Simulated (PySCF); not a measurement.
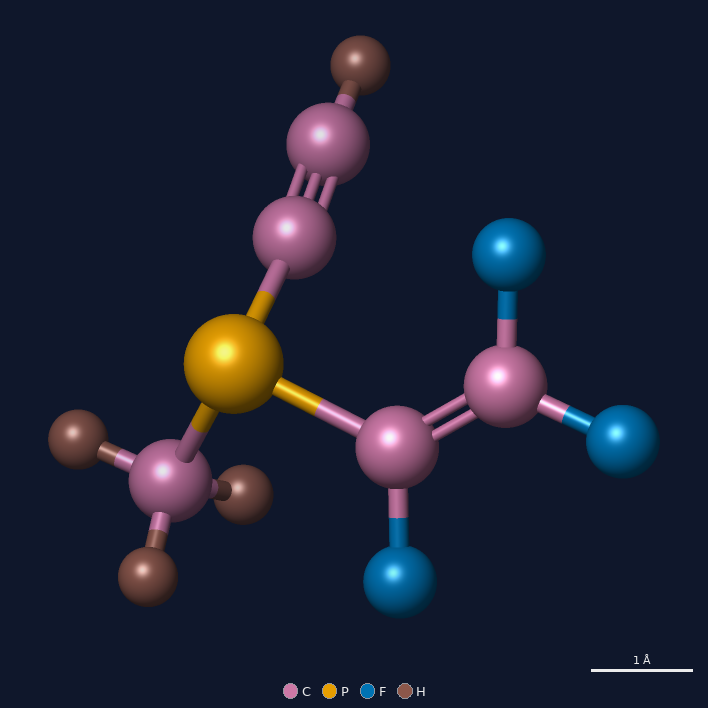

Rendered structure (ball-and-stick style). Double and triple bonds are drawn as two and three sticks.

Computed geometry: GFN2-xTB optimisation. No frequency run is at hand to confirm it as a minimum.

> What is the molecular formula?

C5H4F3P, 13 atoms: 5 carbon, 4 hydrogen, 3 fluorine and 1 phosphorus.

> Give a SMILES string for it.

C#CP(C)C(F)=C(F)F

> How many bonds of each kind are drawn?

4 C–H, 3 C–P, 3 C–F, 2 C–C.

> Which point group does it belong to?

C1.

> Name some functional groups or characteristic bonds that it holds.

Among them: alkene, alkyne, C–F bond.

The parts below concern this one geometry. Atoms keep their numbers from picture to picture.

## Geometry

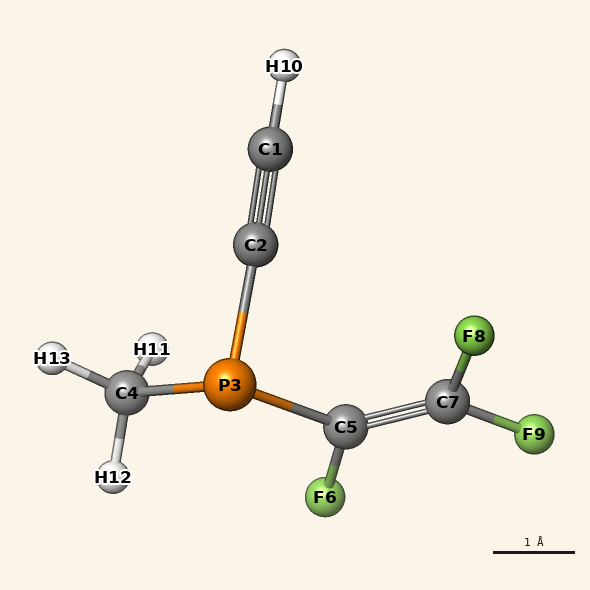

The atoms are numbered. No frequency run is at hand to confirm it as a minimum.

> How are the neighbours of atom 4 arranged?

C4 has 4 neighbours (P3 at 1.85, H11 at 1.09, H12 at 1.09, H13 at 1.09 Å); the arrangement is tetrahedral.

> How are the neighbours of atom 1 arranged?

C1 has 2 neighbours (C2 at 1.20, H10 at 1.05 Å); the arrangement is linear.

> How are the neighbours of atom 5 arranged?

C5 has 3 neighbours (P3 at 1.85, F6 at 1.35, C7 at 1.33 Å); the arrangement is trigonal planar.

> How are the neighbours of atom 2 arranged?

C2 has 2 neighbours (C1 at 1.20, P3 at 1.77 Å); the arrangement is linear.

> What is the dihedral angle C2–P3–C5–F6?

131° in size, that is anticlinal.

## Polarisability

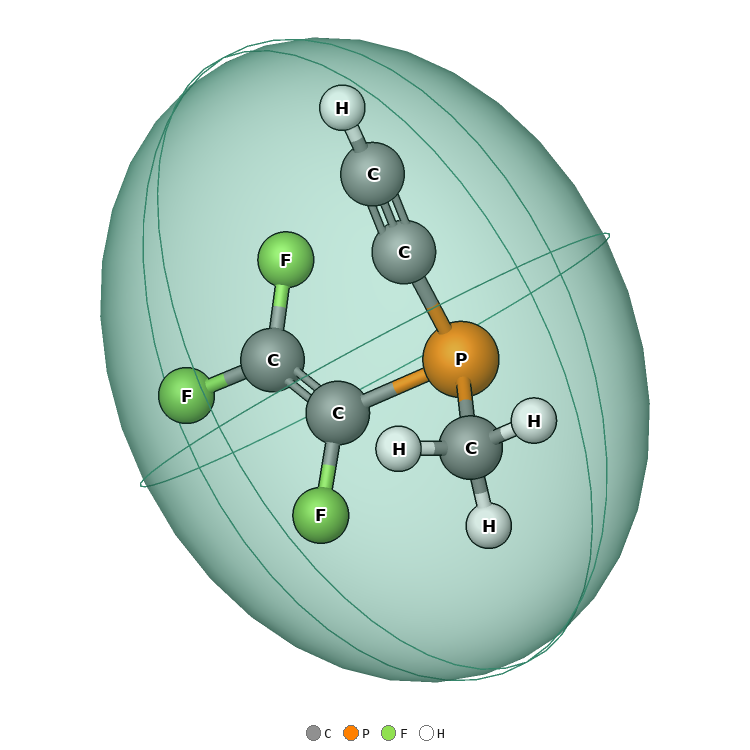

The ellipsoid shows the static dipole polarisability: its half-axes are proportional to the principal values. No frequency run is at hand to confirm it as a minimum. Level of theory: PBE0/def2-SVPD (PySCF 2.14.0).

> How large and how anisotropic is the polarisability?

Principal values 64.5, 93.1, 98.9 bohr³; mean 85.5 bohr³ (12.67 Å³); anisotropy 31.9 bohr³, so the longest axis is 1.53 times the shortest.

## Excitation

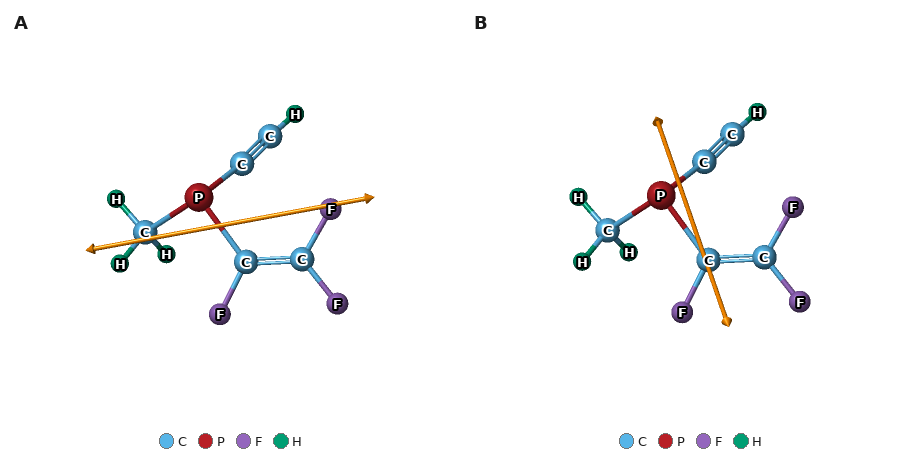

The double arrows show the directions of two transition dipoles from the ground state (lengths mean nothing). No frequency run is at hand to confirm it as a minimum. Level of theory: TDDFT PBE0/def2-SVPD, vertical, gas phase, core orbitals frozen in the response (PySCF 2.14.0).

> One belongs to singlet state 1 and one to singlet state 5. Which is which?

A: state 1, 5.17 eV (240 nm), oscillator strength 0.021, mainly HOMO → LUMO (weight 0.90).
B: state 5, 6.27 eV (198 nm), oscillator strength 0.022, of mixed character, with the largest part HOMO−1 → LUMO+1 (weight 0.46).

## NMR shielding

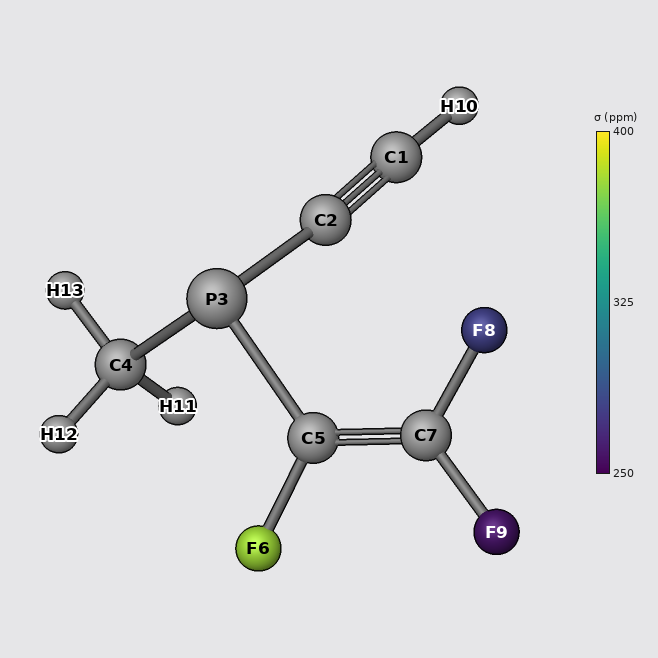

Atoms are coloured by their isotropic NMR shieldings (F only, the others grey). No frequency run is at hand to confirm it as a minimum. Properties computed with GIAO PBE0/pcSseg-1 NMR shielding, non-relativistic, gas phase (PySCF 2.14.0).

List the isotropic NMR shieldings of the F atoms.

| atom | σ (ppm) |
| --- | --- |
| F6 | 378.6 |
| F8 | 279.1 |
| F9 | 258.5 |

The geometry is semi-empirical. Around P such bond lengths and angles can be off by a tenth of an ångström or more and by several degrees, and values that hang on the shape move with them.
